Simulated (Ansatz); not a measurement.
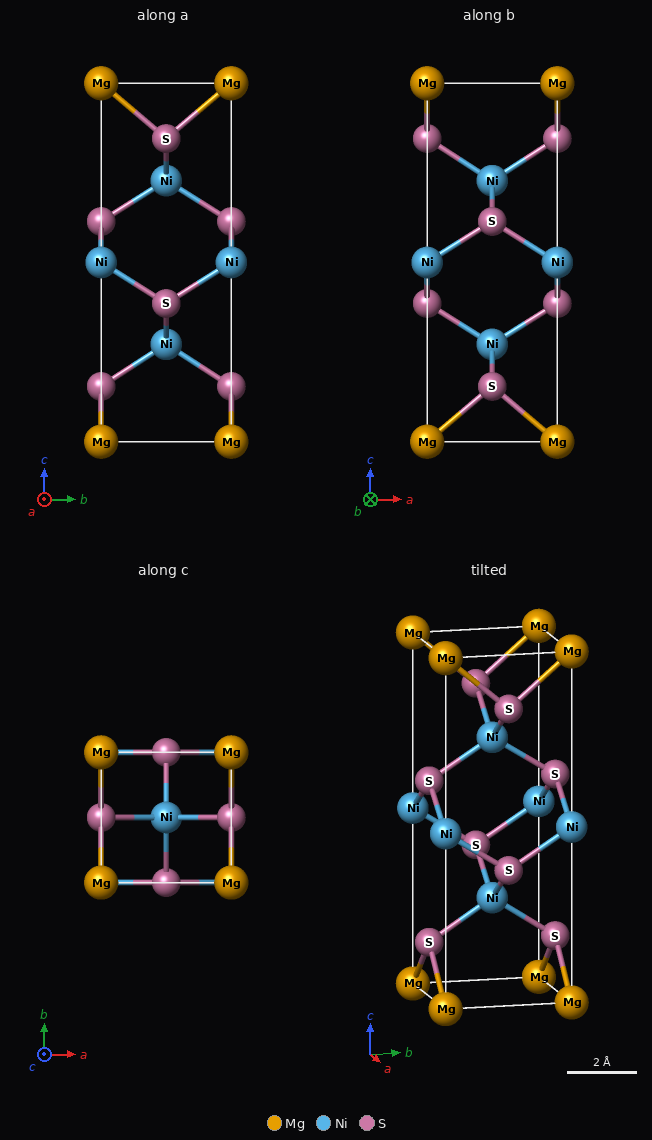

Ball-and-stick drawing of the structure, looking along the a axis, along the b axis, along the c axis and slightly off an axis. The wireframe shows the conventional unit cell.

Lattice parameters: a = 3.7880 Å, b = 3.7880 Å, c = 10.4284 Å, α = 90.000°, β = 90.000°, γ = 90.000°.

Reconstruct the structure as a CIF with its space group and independent sites, with free fractional coordinates to two decimals.

```cif
data_structure
_symmetry_space_group_name_H-M 'P -4 m 2'
_symmetry_Int_Tables_number 115
_cell_length_a 3.7880
_cell_length_b 3.7880
_cell_length_c 10.4284
_cell_angle_alpha 90.000
_cell_angle_beta 90.000
_cell_angle_gamma 90.000
_cell_volume 149.64
loop_
_atom_site_label
_atom_site_type_symbol
_atom_site_symmetry_multiplicity
_atom_site_Wyckoff_symbol
_atom_site_fract_x
_atom_site_fract_y
_atom_site_fract_z
_atom_site_occupancy
Mg1 Mg 1 a 0.00 0.00 0.00 1
Ni1 Ni 2 f 0.50 0.50 0.27 1
Ni2 Ni 1 d 0.00 0.00 0.50 1
S1 S 2 g 0.00 0.50 0.39 1
S2 S 2 g 0.00 0.50 0.85 1
```

Provenance: a structure type filled with these elements by a generator (whether the compound takes this form wasn't checked). It was relaxed at fixed volume with DFT PBE, scalar-relativistic, plane waves, PAW in Ansatz.

At this level of theory the run's own cell isn't at rest (stretched, at -5 GPa), so its distances can differ from those at equilibrium, the more so the softer the solid.
